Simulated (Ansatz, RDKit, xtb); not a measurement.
**Isomers of C4H4BrClO2, a sample narrowed down**

A sample of isomers of C4H4BrClO2 is drawn. Aim: find which of them has the lowest free energy at 298.15 K, then its properties. The sample is small against all isomers, and the most stable one of this formula need not be in it.

Plan: many cheap relaxations first (GFN2-xTB), then density-functional screening, relaxation at PBE0-D3(BJ)/def2-SVP, vibrations (at GFN2-xTB) and a final energy. The numbers are computed, not measured.

### 1 Possible bonding patterns

Isomers were taken from a list of plausible structures; this is a sample, not all of them. That gives 5 candidates.

```csv
label,SMILES,spin
c051,O=C(O)/C(Cl)=C/CBr,singlet
c230,O=C(O)/C=C/[C@H](Cl)Br,singlet
c366,O=C1CO[C@@H]1[C@H](Cl)Br,singlet
c799,COC(=O)/C(Cl)=C/Br,singlet
c839,O=C=C(Cl)OCCBr,singlet
```

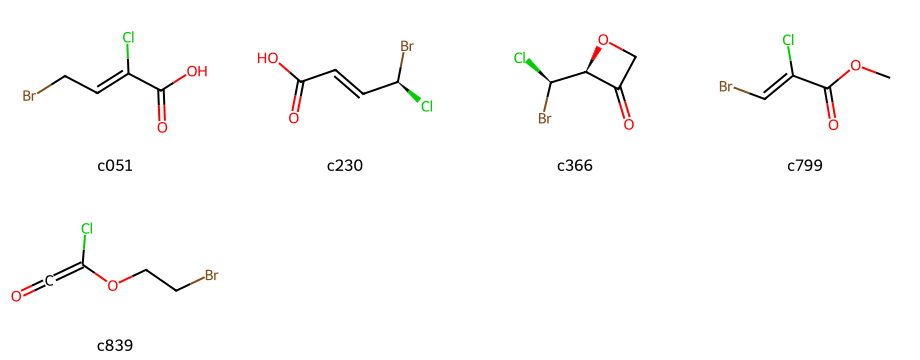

Structural formulas of the candidates.

Candidates are built by distance geometry, with a force field where one applies, in up to four conformers (letters a to d).

### 2 Search with GFN2-xTB

All 13 starts are relaxed the same way. One of them, c051a (taken from a list of plausible isomers, embedded by distance geometry and MMFF94), in full:

start.xyz reads:

```xyz
12
c051a
C      0.359936     1.358035    -0.651155
C      0.418529     1.899756     0.762238
C      0.163312     1.108783     1.817687
C      0.193181     1.497307     3.263869
Br     1.557296     0.472745     4.150117
Cl     0.900224     3.563575     0.956865
O      0.650393     1.986433    -1.647718
O     -0.004252     0.080141    -0.738584
H     -0.020418    -0.123734    -1.670261
H     -0.136044     0.056380     1.670628
H     -0.765471     1.326220     3.754735
H      0.438348     2.575225     3.425442
```

Launch:

```console
$ xtb start.xyz --gfn 2 --opt
```

Output:

```text
* xtb version 6.7.1
   ID    Z sym.   atoms
    1    6 C      1-4
    2   35 Br     5
    3   17 Cl     6
    4    8 O      7, 8
    5    1 H      9-12

           -------------------------------------------------
          |                Calculation Setup                |
           -------------------------------------------------

          program call               : xtb start.xyz --gfn 2 --opt
          coordinate file            : start.xyz
          omp threads                :                     4

           -------------------------------------------------
          |                 G F N 2 - x T B                 |
           -------------------------------------------------

      * Hamiltonian:
        H0-scaling (s, p, d)           1.850000    2.230000    2.230000
        zeta-weighting                 0.500000
      * Dispersion:
        s8                             2.700000
        a1                             0.520000
        a2                             5.000000
        s9                             5.000000
      * Repulsion:
        kExp                           1.500000    1.000000
        rExp                           1.000000
      * Coulomb:
        alpha                          2.000000
        third order                    shell-resolved
        anisotropic                    true
        a3                             3.000000
        a5                             4.000000
        cn-shift                       1.200000
        cn-exp                         4.000000
        max-rad                        5.000000

          ...................................................
          :                      SETUP                      :
          :.................................................:
          :  # basis functions                  48          :
          :  # atomic orbitals                  46          :
          :  # shells                           22          :
          :  # electrons                        46          :
          :  max. iterations                   250          :
          :  Hamiltonian                  GFN2-xTB          :
          :  restarted?                      false          :
          :  GBSA solvation                  false          :
          :  PC potential                    false          :
          :  electronic temp.          300.0000000     K    :
          :  accuracy                    1.0000000          :
          :  -> integral cutoff          0.2500000E+02      :
          :  -> integral neglect         0.1000000E-07      :
          :  -> SCF convergence          0.1000000E-05 Eh   :
          :  -> wf. convergence          0.1000000E-03 e    :
          :  Broyden damping             0.4000000          :
          :  net charge                          0          :
          :  unpaired electrons                  0          :
          ...................................................

[... 7 lines left out ...]
   *** convergence criteria satisfied after 15 iterations ***
[... 28 lines left out ...]
         :: total energy             -27.348094940501 Eh    ::
[... 32 lines left out ...]
          :   energy convergence         0.5000000E-05 Eh   :
          :   grad. convergence          0.1000000E-02 Eh/α :
[... 26 lines left out ...]
 * total energy  :   -27.3480949 Eh     change       -0.4982894E-09 Eh
[... 16 lines left out ...]
 * total energy  :   -27.3523462 Eh     change       -0.4251228E-02 Eh
[... 16 lines left out ...]
 * total energy  :   -27.3531660 Eh     change       -0.8198726E-03 Eh
[... 16 lines left out ...]
 * total energy  :   -27.3533269 Eh     change       -0.1608695E-03 Eh
[... 16 lines left out ...]
 * total energy  :   -27.3533684 Eh     change       -0.4151061E-04 Eh
[... 16 lines left out ...]
 * total energy  :   -27.3533790 Eh     change       -0.1055811E-04 Eh
[... 17 lines left out ...]
 * total energy  :   -27.3533821 Eh     change       -0.3072533E-05 Eh
[... 4 lines left out ...]
   *** GEOMETRY OPTIMIZATION CONVERGED AFTER 7 ITERATIONS ***
[... 2 lines left out ...]
 total energy gain   :        -0.0052871 Eh       -3.3177 kcal/mol
[... 15 lines left out ...]
 final structure:
[... 36 lines left out ...]
          |                Final Singlepoint                |
[... 18 lines left out ...]
          :  -> SCF convergence          0.1000000E-05 Eh   :
          :  -> wf. convergence          0.1000000E-03 e    :
[... 10 lines left out ...]
   *** convergence criteria satisfied after 3 iterations ***
[... 28 lines left out ...]
         :: total energy             -27.353382052609 Eh    ::
[... 52 lines left out ...]
     2   6      3.928 --     3      1.770     6      1.009     1      0.996
     3   6      3.984 --     2      1.770     4      1.061    10      0.949
                             6      0.100
     4   6      3.956 --     3      1.061    12      0.969    11      0.959
                             5      0.937
     5  35      1.025 --     4      0.937
     6  17      1.182 --     2      1.009     3      0.100
     7   8      2.059 --     1      1.762     8      0.176
[... 4 lines of this table left out ...]
    12   1      0.992 --     4      0.969
 ---------------------------------------------------------------------------

Topologies differ in total number of bonds
Writing topology from bond orders to xtbtopo.mol

molecular dipole:
                 x           y           z       tot (Debye)
 q only:       -0.884      -0.751       0.242
   full:       -1.267      -0.286      -0.366       3.429
molecular quadrupole (traceless):
                xx          xy          yy          xz          yz          zz
 q only:        1.359      -3.793      -3.406      -4.874       8.883       2.047
  q+dip:        1.061      -1.602       2.750     -12.266      12.757      -3.812
   full:        2.273      -2.688       2.784     -11.253      12.606      -5.056

           -------------------------------------------------
          |                Geometry Summary                 |
           -------------------------------------------------

      molecular mass/u    :      199.4299818
   center of mass at/Å    :        0.8955063       1.3600957       2.0035954
  moments of inertia/u·Å² :        0.2352153E+03   0.1024716E+04   0.1196356E+04
rotational constants/cm⁻¹ :        0.7166896E-01   0.1645103E-01   0.1409082E-01

 * 10 selected distances

     #   Z          #   Z                                           value/Å
     2   6          3   6                                         1.3355796
     3   6          4   6                                         1.4769787
     4   6          5  35                                         1.9689619 (max)
     2   6          6  17                                         1.7198452
     1   6          7   8                                         1.1994811
     1   6          8   8                                         1.3383728
     8   8          9   1                                         0.9710682 (min)
     3   6         10   1                                         1.0812462
     4   6         11   1                                         1.0896561
     4   6         12   1                                         1.0878641

 * 6 distinct bonds (by element types)

   Z      Z             #   av. dist./Å        max./Å        min./Å
   1 H    6 C           3     1.0862555     1.0896561     1.0812462
   6 C    6 C           2     1.4062792     1.4769787     1.3355796
   1 H    8 O           1     0.9710682     0.9710682     0.9710682
   6 C    8 O           2     1.2689270     1.3383728     1.1994811
   6 C   17 Cl          1     1.7198452     1.7198452     1.7198452
   6 C   35 Br          1     1.9689619     1.9689619     1.9689619

optimized geometry written to: xtbopt.xyz

           -------------------------------------------------
          | TOTAL ENERGY              -27.353382052609 Eh   |
          | GRADIENT NORM               0.000623200834 Eh/α |
          | HOMO-LUMO GAP               2.899685528452 eV   |
           -------------------------------------------------

------------------------------------------------------------------------
------------------------------------------------------------------------
 total:
 * wall-time:     0 d,  0 h,  0 min,  0.063 sec
 *  cpu-time:     0 d,  0 h,  0 min,  0.193 sec
 * ratio c/w:     3.085 speedup
 SCF:
 * wall-time:     0 d,  0 h,  0 min,  0.009 sec
 *  cpu-time:     0 d,  0 h,  0 min,  0.030 sec
 * ratio c/w:     3.301 speedup
 ANC optimizer:
 * wall-time:     0 d,  0 h,  0 min,  0.045 sec
 *  cpu-time:     0 d,  0 h,  0 min,  0.150 sec
 * ratio c/w:     3.322 speedup
```

It took 0.075 s on 4 threads of Arm Neoverse V1, shared host.

### 3 The minima found

13 of the 13 relaxations converged. 13 distinct structures remain:

```csv
label,start,SMILES after,spin,energy (kcal/mol)
c051a,drawn,O=C(O)/C(Cl)=C/CBr,singlet,0.0
c799a,drawn,COC(=O)/C(Cl)=C/Br,singlet,3.3
c799b,drawn,COC(=O)/C(Cl)=C/Br,singlet,4.6
c230a,drawn,O=C(O)/C=C/[C@H](Cl)Br,singlet,5.6
c230c,drawn,O=C(O)/C=C/[C@H](Cl)Br,singlet,5.8
c230b,drawn,O=C(O)/C=C/[C@H](Cl)Br,singlet,6.0
c230d,drawn,O=C(O)/C=C/[C@H](Cl)Br,singlet,6.6
c366b,drawn,O=C1CO[C@@H]1[C@H](Cl)Br,singlet,22.2
c366a,drawn,O=C1CO[C@@H]1[C@H](Cl)Br,singlet,22.5
c839b,drawn,O=C=C(Cl)OCCBr,singlet,26.9
c839a,drawn,O=C=C(Cl)OCCBr,singlet,27.5
c839d,drawn,O=C=C(Cl)OCCBr,singlet,30.1
c839c,drawn,O=C=C(Cl)OCCBr,singlet,31.1
```

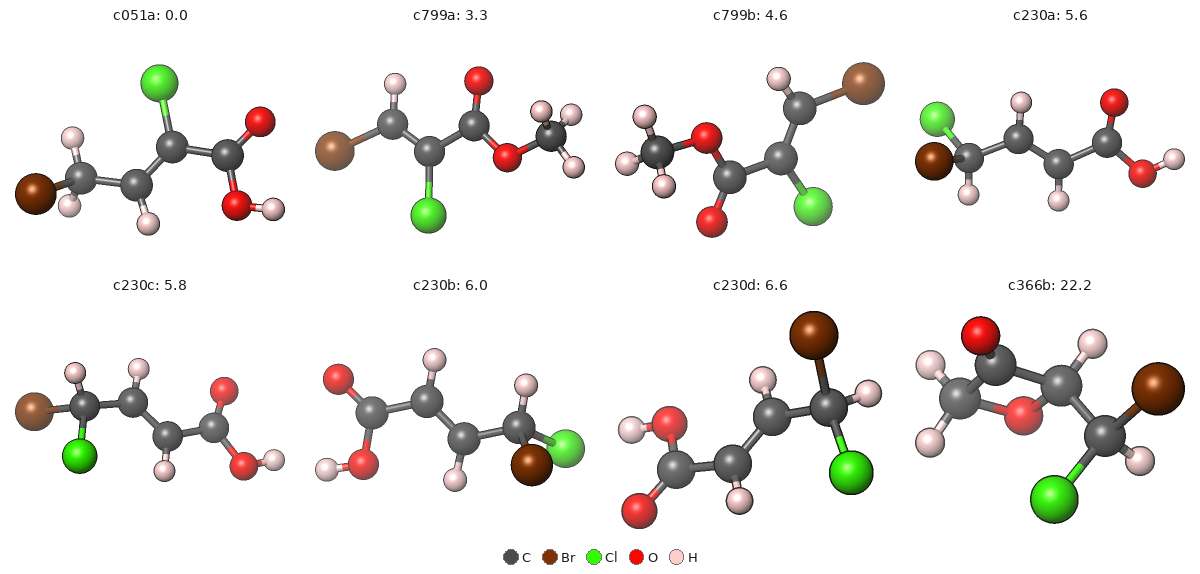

The 8 lowest minima that did not fall apart, with their GFN2-xTB energies in kcal/mol.

### 4 Single points on the low minima

A choice of the minima (the low ones first, few conformers of a pattern, up to a cap) and the lowest that fell apart get a single point at r2SCAN-D4/def2-SVP on the tight-binding geometry, and one at HF/STO-3G for comparison. The lowest singlets are also tried as triplets at the same geometry (label ending in t). Within 30 kcal/mol but not screened, among others: c230b, c230d. The first, c051a:

input.yaml reads:

```yaml
crystal:
  periodic: [false, false, false]
  atoms:
    - symbol: C
      position_ang: [0.376612, 1.388004, -0.630390]
    - symbol: C
      position_ang: [0.423729, 1.867303, 0.778170]
    - symbol: C
      position_ang: [0.128509, 1.092270, 1.825042]
    - symbol: C
      position_ang: [0.184216, 1.521931, 3.237046]
    - symbol: Br
      position_ang: [1.553605, 0.469203, 4.182217]
    - symbol: Cl
      position_ang: [0.881820, 3.519059, 0.918599]
    - symbol: O
      position_ang: [0.648902, 2.059146, -1.586518]
    - symbol: O
      position_ang: [-0.007722, 0.109051, -0.718756]
    - symbol: H
      position_ang: [-0.016276, -0.167962, -1.649436]
    - symbol: H
      position_ang: [-0.137611, 0.061714, 1.634704]
    - symbol: H
      position_ang: [-0.747914, 1.313998, 3.761686]
    - symbol: H
      position_ang: [0.467163, 2.567148, 3.341500]
basis:
  gaussian: {orbitals: def2-SVP}
hamiltonian: {xc: r2scan, dispersion: d4}
scf: {lower_state_search: "off"}
```

Launch:

```console
$ ansatz run input.yaml --threads 4 --pin off --max-ram 7830MiB --events-out events.jsonl --progress --plain --runs-dir runs
```

Output:

```text
Warning: RAYON_NUM_THREADS=4 ignored (pool sized by the plan → 4); use --threads N
Functional definition: r2SCAN
  name "r2SCAN"
  parameter k0 = 0.174
  parameter k1 = 0.065
  parameter a1 = 4.9479
  exchange = r2scan_x(k0 = k0, k1 = k1, a1 = a1)
  correlation = r2scan_c
these checks for a lower state are left out or cut short: stability, starts, cluster_reference, orbital_swaps, neighbouring_geometries, increment
1690 factors; their error is unknown
mean field evaluation 1: about -90841.5779 eV, gradient 7.0e1 eV
mean field evaluation 2: about -90824.4851 eV, gradient 1.1e2 eV
mean field evaluation 4: about -90851.9356 eV, gradient 1.1e1 eV
mean field evaluation 8: about -90852.1922 eV, gradient 3.2e-1 eV
mean field evaluation 16: about -90852.0766 eV, gradient 1.3e-3 eV
mean field -90852.07662965 eV, -3338.7522343902 hartree, gradient 2.6e-6 eV, S^2 0.000000; 0 other end points of the search recorded, 0 dependent functions left out
reference -90852.07663825 eV, -3338.7522347065 hartree; 48, 48 occupied and 106, 106 virtual orbitals, 1690 factors
Total energy: -90852.17037762 eV, -3338.7556795647 hartree
Checks for a lower state left out: stability, starts, cluster_reference, orbital_swaps, neighbouring_geometries, increment
```

Run time: 2.5 s. Hardware: 4 threads of Arm Neoverse V1, shared host; peak memory 0.22 GiB.

Relative energies in kcal/mol, each column from its lowest structure that stays in one piece:

```csv
label,SMILES,spin,GFN2-xTB,HF/STO-3G,r2SCAN-D4/def2-SVP
c051a,O=C(O)/C(Cl)=C/CBr,singlet,0.0,8.6,0.0
c230a,O=C(O)/C=C/[C@H](Cl)Br,singlet,5.6,10.7,2.7
c230c,O=C(O)/C=C/[C@H](Cl)Br,singlet,5.8,12.5,2.9
c799a,COC(=O)/C(Cl)=C/Br,singlet,3.3,6.9,11.1
c799b,COC(=O)/C(Cl)=C/Br,singlet,4.6,6.4,11.4
c366b,O=C1CO[C@@H]1[C@H](Cl)Br,singlet,22.2,0.0,34.6
c366a,O=C1CO[C@@H]1[C@H](Cl)Br,singlet,22.5,0.7,36.0
c839a,O=C=C(Cl)OCCBr,singlet,27.5,28.9,47.0
c839b,O=C=C(Cl)OCCBr,singlet,26.9,28.3,47.3
c051at,O=C(O)/C(Cl)=C/CBr,triplet,–,–,74.7
c230at,O=C(O)/C=C/[C@H](Cl)Br,triplet,–,–,83.2
```

Measured from c051a, GFN2-xTB misplaces c839b by 20 kcal/mol against r2SCAN-D4/def2-SVP, so minima dropped on its energies alone could hide the lowest isomer.

### 5 Third filter: density-functional geometries

3 candidates are relaxed at PBE0-D3(BJ)/def2-SVP (chosen among the lowest in one piece, one conformer a pattern). The first, c051a:

Changes to input.yaml since step 4:

```diff
@@ -1 +1,4 @@
+basis:
+  gaussian:
+    orbitals: def2-SVP
 crystal:
@@ -27,5 +30,9 @@
       position_ang: [0.467163, 2.567148, 3.341500]
-basis:
-  gaussian: {orbitals: def2-SVP}
-hamiltonian: {xc: r2scan, dispersion: d4}
-scf: {lower_state_search: "off"}
+total_charge: 0
+hamiltonian:
+  xc: {name: PBE0}
+  dispersion: d3bj
+scf:
+  lower_state_search: off
+relax:
+  f_tol: 0.006
```

Launch:

```console
$ ansatz run input.yaml --threads 4 --pin off --max-ram 7830MiB --events-out events.jsonl --progress --plain --runs-dir runs
```

Output:

```text
Warning: RAYON_NUM_THREADS=4 ignored (pool sized by the plan → 4); use --threads N
The last accepted step is kept in runs//last_step.txt (removed where the run ends without a failure and the disk answers)
Functional definition: PBE0
  name "PBE0"
  parameter a = 0.25
  parameter kappa = 0.804
  parameter beta = 0.06672455060314922
  exchange = (1 - a)*pbe_x(kappa = kappa, mu = beta*pi^2/3) + a*exact_x
  correlation = pbe_c(beta = beta)
these checks for a lower state are left out or cut short: stability, starts, cluster_reference, orbital_swaps, neighbouring_geometries, increment
1670 factors; integrals over basis functions are off by at most 3.9e-4 eV
mean field evaluation 1: about -90828.8358 eV, gradient 5.9e1 eV
mean field evaluation 2: about -90822.2231 eV, gradient 8.2e1 eV
mean field evaluation 4: about -90836.0028 eV, gradient 5.5e0 eV
mean field evaluation 8: about -90836.1169 eV, gradient 6.9e-1 eV
mean field evaluation 16: about -90836.1180 eV, gradient 6.7e-5 eV
mean field -90836.11800239 eV, -3338.1657656558 hartree, gradient 3.8e-6 eV, S^2 0.000000; 0 other end points of the search recorded, 0 dependent functions left out
the calculation of the forces begins
reference -90836.11802859 eV, -3338.1657666184 hartree; 48, 48 occupied and 106, 106 virtual orbitals, 1670 factors
relax step   1: F+E_penalty+E_count = -90836.43220880 eV  Δ(F+E_penalty+E_count) = +0.000e0 eV  max|allowed force component| = 4.866e-1 eV/Å  Δτ_max = 0.0000 Å  (17 SCF iters, accepted)
these checks for a lower state are left out or cut short: stability, starts, cluster_reference, orbital_swaps, neighbouring_geometries, increment
1670 factors; integrals over basis functions are off by at most 4.0e-4 eV
mean field -90836.13416176 eV, -3338.1663595015 hartree, gradient 2.9e-6 eV, S^2 0.000000; 0 other end points of the search recorded, 0 dependent functions left out
the calculation of the forces begins
reference -90836.13418799 eV, -3338.1663604653 hartree; 48, 48 occupied and 106, 106 virtual orbitals, 1670 factors
relax step   2: F+E_penalty+E_count = -90836.44796509 eV  Δ(F+E_penalty+E_count) = -1.576e-2 eV  max|allowed force component| = 2.239e-1 eV/Å  Δτ_max = 0.0244 Å  (21 SCF iters, accepted)
these checks for a lower state are left out or cut short: stability, starts, cluster_reference, orbital_swaps, neighbouring_geometries, increment
1670 factors; integrals over basis functions are off by at most 4.1e-4 eV
mean field evaluation 32: about -90836.1382 eV, gradient 2.2e-4 eV
mean field -90836.13820939 eV, -3338.1665082493 hartree, gradient 2.8e-6 eV, S^2 0.000000; 0 other end points of the search recorded, 0 dependent functions left out
the calculation of the forces begins
reference -90836.13823562 eV, -3338.1665092132 hartree; 48, 48 occupied and 106, 106 virtual orbitals, 1670 factors
relax step   3: F+E_penalty+E_count = -90836.45203693 eV  Δ(F+E_penalty+E_count) = -4.072e-3 eV  max|allowed force component| = 7.900e-2 eV/Å  Δτ_max = 0.0178 Å  (22 SCF iters, accepted)
[... 5 lines left out ...]
relax step   4: F+E_penalty+E_count = -90836.45283771 eV  Δ(F+E_penalty+E_count) = -8.008e-4 eV  max|allowed force component| = 5.947e-2 eV/Å  Δτ_max = 0.0090 Å  (22 SCF iters, accepted)
[... 5 lines left out ...]
relax step   5: F+E_penalty+E_count = -90836.45314014 eV  Δ(F+E_penalty+E_count) = -3.024e-4 eV  max|allowed force component| = 3.161e-2 eV/Å  Δτ_max = 0.0092 Å  (15 SCF iters, accepted)
[... 5 lines left out ...]
relax step   6: F+E_penalty+E_count = -90836.45326732 eV  Δ(F+E_penalty+E_count) = -1.272e-4 eV  max|allowed force component| = 1.335e-2 eV/Å  Δτ_max = 0.0104 Å  (15 SCF iters, accepted)
[... 5 lines left out ...]
relax step   7: F+E_penalty+E_count = -90836.45337131 eV  Δ(F+E_penalty+E_count) = -1.040e-4 eV  max|allowed force component| = 2.030e-2 eV/Å  Δτ_max = 0.0131 Å  (16 SCF iters, accepted)
[... 6 lines left out ...]
relax step   8: F+E_penalty+E_count = -90836.45346462 eV  Δ(F+E_penalty+E_count) = -9.331e-5 eV  max|allowed force component| = 2.989e-2 eV/Å  Δτ_max = 0.0202 Å  (21 SCF iters, accepted)
[... 5 lines left out ...]
relax step   9: F+E_penalty+E_count = -90836.45350598 eV  Δ(F+E_penalty+E_count) = -4.135e-5 eV  max|allowed force component| = 2.066e-2 eV/Å  Δτ_max = 0.0130 Å  (16 SCF iters, accepted)
these checks for a lower state are left out or cut short: stability, starts, cluster_reference, orbital_swaps, neighbouring_geometries, increment
1670 factors; integrals over basis functions are off by at most 4.1e-4 eV
mean field -90836.13879950 eV, -3338.1665299355 hartree, gradient 2.0e-6 eV, S^2 0.000000; 0 other end points of the search recorded, 0 dependent functions left out
the calculation of the forces begins
reference -90836.13882572 eV, -3338.1665308987 hartree; 48, 48 occupied and 106, 106 virtual orbitals, 1670 factors
relax step  10: F+E_penalty+E_count = -90836.45353204 eV  Δ(F+E_penalty+E_count) = -2.606e-5 eV  max|allowed force component| = 5.254e-3 eV/Å  Δτ_max = 0.0020 Å  (14 SCF iters, accepted)
Total energy: -90836.45355825 eV, -3338.1780971060 hartree
Atom 0 at     0.379151     1.378011    -0.635962 Å, force    -0.001064    -0.005254    -0.002546 eV/Å
Atom 1 at     0.443745     1.862805     0.775040 Å, force    -0.004391     0.001425     0.004661 eV/Å
Atom 2 at     0.126492     1.090642     1.826941 Å, force     0.000962    -0.000606    -0.001216 eV/Å
Atom 3 at     0.176696     1.510946     3.242547 Å, force    -0.000050     0.000925     0.005136 eV/Å
Atom 4 at     1.603822     0.550360     4.175393 Å, force    -0.003351     0.002033    -0.002239 eV/Å
Atom 5 at     0.960713     3.496870     0.929489 Å, force     0.001275    -0.001880    -0.001001 eV/Å
Atom 6 at     0.651130     2.041204    -1.597818 Å, force     0.001441     0.001855     0.001384 eV/Å
Atom 7 at    -0.022687     0.102274    -0.709078 Å, force    -0.000012     0.003741     0.001495 eV/Å
Atom 8 at    -0.030942    -0.126507    -1.650610 Å, force    -0.000331    -0.001641    -0.002267 eV/Å
Atom 9 at    -0.178434     0.064326     1.607690 Å, force     0.002803     0.001613    -0.000721 eV/Å
Atom 10 at    -0.745941     1.250447     3.777200 Å, force     0.003352     0.000476    -0.001791 eV/Å
Atom 11 at     0.391287     2.579486     3.353033 Å, force    -0.000635    -0.002689    -0.000895 eV/Å
Dipole moment:    -0.402300    -0.321815     0.069259 e Å
Checks for a lower state left out: stability, starts, cluster_reference, orbital_swaps, neighbouring_geometries, increment
```

Wall time 30 s (4 threads of Arm Neoverse V1, shared host); peak memory 0.45 GiB.

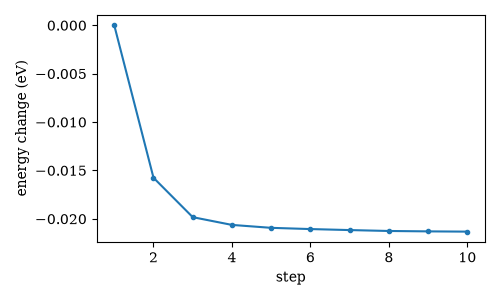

Energy along the run, all evaluated steps.

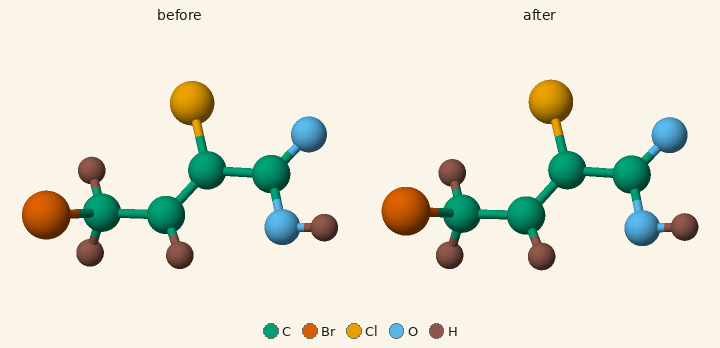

Before and after, at one scale.

After the run. Bond lengths: C1–C2 1.493 Å, C2–C3 1.343 Å, C3–C4 1.478 Å, C4–Br5 1.957 Å, C2–Cl6 1.721 Å, C1–O7 1.200 Å, C1–O8 1.340 Å, O8–H9 0.969 Å, C3–H10 1.093 Å, C4–H11 1.098 Å, C4–H12 1.095 Å. Some angles: C1–C2–C3 122.9°, C1–C2–Cl6 114.0°, C3–C2–Cl6 123.1°, C2–C1–O7 124.6°, C2–C1–O8 111.9°, O7–C1–O8 123.4°, C2–C3–C4 125.4°, C3–C4–Br5 110.0°, C2–C3–H10 116.7°, C4–C3–H10 118.0°.

(Part 1 of 2 ends here.)
